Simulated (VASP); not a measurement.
Band structure of YN (space group P6_3/mmc). These are PBEsol GGA, VASP's PBE PAW potentials (set 64) (plane waves; VASP 6.6.1) values and carry that method's errors.

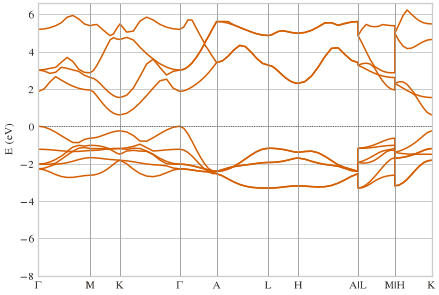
Figure: Bands along high-symmetry lines, zero at the valence-band maximum or, without a gap, the Fermi level

**Question.** Read the plot: is there a gap, and where are the band edges?

**Answer.** The gap is indirect, 0.61 eV, from the valence maximum at Γ to the conduction minimum at K. (Edges off the drawn lines would not show.)

The structure comes from a computed database's YN entry (P6_3/mmc); how it stands against other phases isn't given here. It was relaxed first.
